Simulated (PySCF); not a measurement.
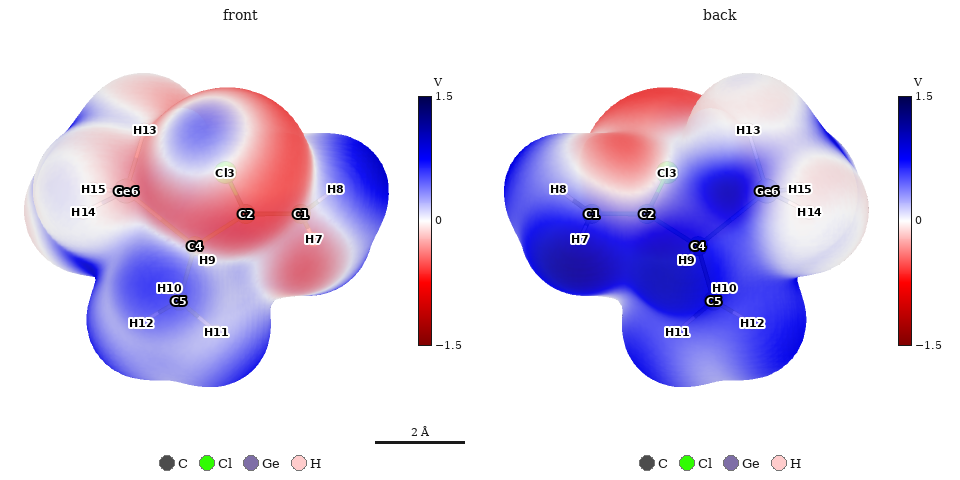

C$_{4}$H$_{9}$ClGe. The molecular electrostatic potential painted on the density surface at 0.002 e/bohr³, seen from the front and from behind; red is negative and blue positive.

Geometry: GFN2-xTB.

All numbers below come from PySCF, PBE0/def2-SVPD, SCF density, gas phase.

```xyz
15

C     2.2913    0.5621   -0.2391
C     1.0555    0.4968    0.2209
Cl    0.5794    1.4187    1.6040
C    -0.0720   -0.2930   -0.3420
C    -0.3413   -1.5400    0.5011
Ge   -1.6934    0.8711   -0.3891
H     2.5805   -0.0044   -1.1071
H     3.0481    1.1689    0.2250
H     0.1995   -0.6088   -1.3532
H    -0.5708   -1.2625    1.5285
H     0.5277   -2.1965    0.5055
H    -1.1909   -2.0886    0.0966
H    -1.3553    2.2701   -0.7894
H    -2.6569    0.3307   -1.4048
H    -2.4057    0.8834    0.9213
```

Question: Which sites attract a positive test charge, and which a negative one?

Answer: A positive charge is drawn to the negative regions and a negative charge to the positive ones. The most negative region (about −0.6 V, or −14 kcal/mol for a unit charge) lies over Cl3, the most positive (about +1.1 V, or +25 kcal/mol for a unit charge) over H7. Cl3 shows a σ-hole: about +0.4 V, or +9 kcal/mol for a unit charge at the tip opposite its bond, against about −0.3 V, or −7 kcal/mol for a unit charge on its flanks.
